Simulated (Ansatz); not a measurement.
# One shape, several levels: triplet B2H2S2O

Wanted: a comparison of 6 runs (UHF/STO-3G, UHF/cc-pVDZ, U-wB97X/cc-pVDZ, UBHLYP/cc-pVDZ, UPBE0/cc-pVDZ, USVWN5/cc-pVDZ) of triplet B2H2S2O. 

Program for the calculation: Ansatz 0.2.0.

67 further runs of the same task are left out: 67 set aside as unsound or not needed. Runs told in other sessions of the task aren't counted.

### 1 Starting point

B2H2S2O has 7 atoms, charge 0, and is taken as a triplet. SMILES of the parent species: `SB1OBS1`. The shape is that of a PBE0-D4/def2-TZVP optimisation. This is one conformer, not always the lowest. That shape belongs to the parent species and isn't relaxed for this state.

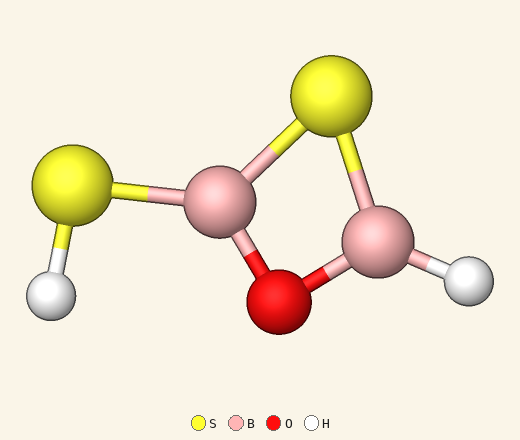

The structure, seen from a chosen angle (sulfur yellow, boron pink, oxygen red, hydrogen white).

### 2 A single-point energy at UHF/STO-3G (run 1)

File molecule.yaml:

```yaml
basis:
  gaussian: {orbitals: STO-3G}
crystal:
  periodic: [false, false, false]
  atoms:
    - {symbol: S, position_ang: [-1.594700, 0.794600, 1.402500]}
    - {symbol: B, position_ang: [-0.211900, 0.312100, 0.389500]}
    - {symbol: O, position_ang: [-0.181400, -0.697300, -0.571400]}
    - {symbol: B, position_ang: [1.146800, -0.395600, -0.834200]}
    - {symbol: S, position_ang: [1.501400, 0.981700, 0.321000]}
    - {symbol: H, position_ang: [-2.432400, -0.120800, 0.882800]}
    - {symbol: H, position_ang: [1.833600, -0.942500, -1.636000]}
magnetization: {spin_polarized: true, initial_magnetization: 2}
hamiltonian: {xc: hf}
accuracy: high
output: {orbitals: {seedname: orbitals}}
```

The run is started by

```console
$ ansatz run molecule.yaml --threads 1 --pin off --max-ram 2610MiB --events-out events.jsonl --progress --plain --runs-dir runs
```

What it wrote:

```text
Warning: RAYON_NUM_THREADS=1 ignored (pool sized by the plan → 1); use --threads N
Functional definition: HF
  name "HF"
  exchange = exact_x
  correlation = 0
718 factors; integrals over basis functions are off by at most 3.5e-8 eV
mean field evaluation 1: about -24760.0665 eV, gradient 2.0e1 eV
mean field evaluation 2: about -24760.1968 eV, gradient 2.0e1 eV
mean field evaluation 4: about -24764.4993 eV, gradient 3.4e0 eV
mean field evaluation 8: about -24764.9161 eV, gradient 1.5e-1 eV
mean field evaluation 16: about -24764.9272 eV, gradient 3.5e-2 eV
mean field evaluation 32: about -24764.8800 eV, gradient 1.8e-1 eV
mean field evaluation 64: about -24760.4209 eV, gradient 1.8e1 eV
mean field evaluation 96: about -24763.2616 eV, gradient 8.7e-1 eV
mean field evaluation 128: about -24764.8987 eV, gradient 4.8e-1 eV
mean field -24764.92722928 eV, -910.0942894053 hartree, gradient 2.9e-8 eV, S^2 2.027058; 3 other end points of the search recorded, 0 dependent functions left out
reference -24764.92722928 eV, -910.0942894053 hartree; 27, 25 occupied and 8, 10 virtual orbitals, 718 factors
Total energy: -24764.92722928 eV, -910.0942894053 hartree
```

Wall time 1.2 s (1 thread of Arm Neoverse V2, shared host); peak memory 0.1 GiB.

### 3 A single-point energy at UHF/cc-pVDZ (run 2)

File input.yaml:

```yaml
crystal:
  periodic: [false, false, false]
  atoms:
    - {symbol: S, position_ang: [-1.594700, 0.794600, 1.402500]}
    - {symbol: B, position_ang: [-0.211900, 0.312100, 0.389500]}
    - {symbol: O, position_ang: [-0.181400, -0.697300, -0.571400]}
    - {symbol: B, position_ang: [1.146800, -0.395600, -0.834200]}
    - {symbol: S, position_ang: [1.501400, 0.981700, 0.321000]}
    - {symbol: H, position_ang: [-2.432400, -0.120800, 0.882800]}
    - {symbol: H, position_ang: [1.833600, -0.942500, -1.636000]}
basis:
  gaussian: {orbitals: cc-pVDZ}
output: {orbitals: {seedname: orbitals}}
accuracy: high
magnetization: {spin_polarized: true, initial_magnetization: 2}
hamiltonian: {xc: hf}
```

The run is started by

```console
$ ansatz run input.yaml --threads 1 --pin off --max-ram 2610MiB --events-out events.jsonl --progress --plain --runs-dir runs
```

What it wrote, shortened:

```text
Warning: RAYON_NUM_THREADS=1 ignored (pool sized by the plan → 1); use --threads N
[... 2 set-up lines as earlier in the session ...]
[...]
2018 factors; integrals over basis functions are off by at most 3.3e-9 eV
[...]
mean field -25046.30559291 eV, -920.4347535439 hartree, gradient 3.0e-8 eV, S^2 2.023776; 2 other end points of the search recorded, 0 dependent functions left out
reference -25046.30559291 eV, -920.4347535439 hartree; 27, 25 occupied and 61, 63 virtual orbitals, 2018 factors
Total energy: -25046.30559291 eV, -920.4347535439 hartree
```

Wall time 15 s (1 thread of Arm Neoverse V2, shared host); peak memory 0.5 GiB.

Runs 3 to 5 aren't shown in full; the table further down has their settings and results.

### 4 The energy at USVWN5/cc-pVDZ (run 6)

molecule.yaml: that of step 2 with these lines changed.

```diff
@@ -1,3 +1 @@
-basis:
-  gaussian: {orbitals: STO-3G}
 crystal:
@@ -12,5 +10,12 @@
     - {symbol: H, position_ang: [1.833600, -0.942500, -1.636000]}
-magnetization: {spin_polarized: true, initial_magnetization: 2}
-hamiltonian: {xc: hf}
+basis:
+  gaussian:
+    orbitals: cc-pVDZ
+magnetization:
+  spin_polarized: true
+  initial_magnetization: 2
+hamiltonian:
+  xc: {name: SVWN5}
 accuracy: high
-output: {orbitals: {seedname: orbitals}}
+output:
+  orbitals: {seedname: orbitals}
```

The run is started by

```console
$ ansatz run molecule.yaml --threads 1 --pin off --max-ram 2610MiB --events-out events.jsonl --progress --plain --runs-dir runs
```

What it wrote:

```text
Warning: RAYON_NUM_THREADS=1 ignored (pool sized by the plan → 1); use --threads N
Functional definition: SVWN5
  name "SVWN5"
  exchange = slater_x
  correlation = vwn5_c
2018 factors; integrals over basis functions are off by at most 3.3e-9 eV
mean field evaluation 1: about -24989.4519 eV, gradient 4.1e1 eV
mean field evaluation 2: about -24862.9125 eV, gradient 1.4e2 eV
mean field evaluation 4: about -24995.8384 eV, gradient 2.3e1 eV
mean field evaluation 8: about -24998.3773 eV, gradient 1.5e0 eV
mean field evaluation 16: about -24998.3948 eV, gradient 4.5e-3 eV
mean field evaluation 32: about -24998.3948 eV, gradient 1.2e-8 eV
mean field evaluation 64: about -24996.2309 eV, gradient 3.6e0 eV
mean field -24998.39483020 eV, -918.6740654891 hartree, gradient 1.2e-8 eV, S^2 2.002950; 8 other end points of the search recorded, 0 dependent functions left out
reference -24998.39483308 eV, -918.6740655949 hartree; 27, 25 occupied and 61, 63 virtual orbitals, 2018 factors
Total energy: -24998.39483308 eV, -918.6740655949 hartree
```

Run time: 14 s. Hardware: 1 thread of Arm Neoverse V2, shared host; peak memory 0.28 GiB.

### 5 All runs side by side

| run | level | energy (Eh) | HOMO energy (eV) | ⟨S²⟩ | wall time |
| --- | --- | --- | --- | --- | --- |
| 1 | UHF/STO-3G | -910.094289 | -2.95 | 2.027 | 1.2 s |
| 2 | UHF/cc-pVDZ | -920.434754 | -5.32 | 2.024 | 15 s |
| 3 | U-wB97X/cc-pVDZ | -922.438530 | -5.10 | 2.008 | 2.3 min |
| 4 | UBHLYP/cc-pVDZ | -922.414266 | -3.78 | 2.008 | 25 s |
| 5 | UPBE0/cc-pVDZ | -922.066097 | -3.16 | 2.009 | 32 s |
| 6 | USVWN5/cc-pVDZ | -918.674066 | -2.33 | 2.003 | 14 s |

### 6 Results

```
                                 quantity          value
                      run 6: total energy  -918.67407 Eh
run 6: HOMO energy (highest over α and β)       -2.33 eV
                              run 6: ⟨S²⟩          2.003
```

**Reading.** Totals of different functionals can't be ranked against each other. In run 1 the basis is minimal, so the values are rough. All runs together took 3.7 min, the longest 2.3 min.
